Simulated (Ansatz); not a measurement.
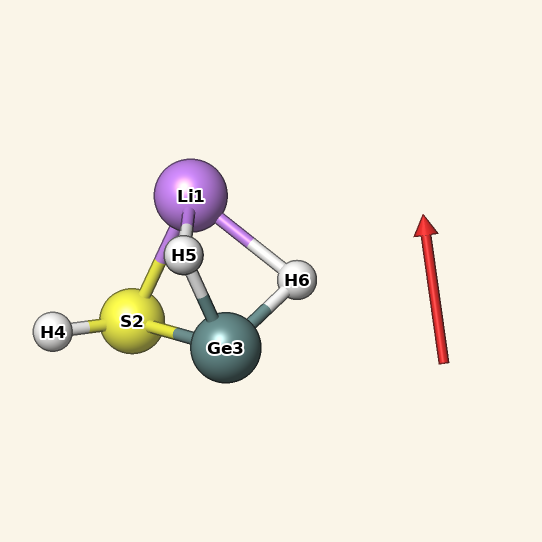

The arrow beside the molecule shows the direction of the dipole moment, from the negative to the positive end (its length means nothing). Computed geometry: PBE0-D4/def2-TZVP optimisation. No frequency run is at hand to confirm it as a minimum. Properties computed with RKS PBE0-D4/def2-TZVP (Ansatz 0.2.0).

**Estimate the dipole moment.**

4.49 D; it points from the side of Ge3 to the side of Li1 (the outermost atoms at the two ends).
